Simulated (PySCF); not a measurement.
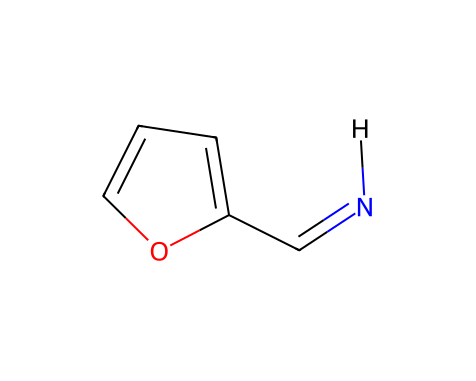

Computed geometry: GFN2-xTB optimisation. No frequency run is at hand to confirm it as a minimum. Properties computed with CAM-B3LYP/def2-SVPD, gas phase (PySCF 2.14.0). Excitations: vertical, linear response.

What is the dipole moment?

3.26 D.

What is the HOMO energy (Kohn–Sham orbital)?

−8.10 eV.

Estimate the lowest vertical singlet excitation.

4.72 eV.

What is the mean static polarisability?

69.5 bohr³.
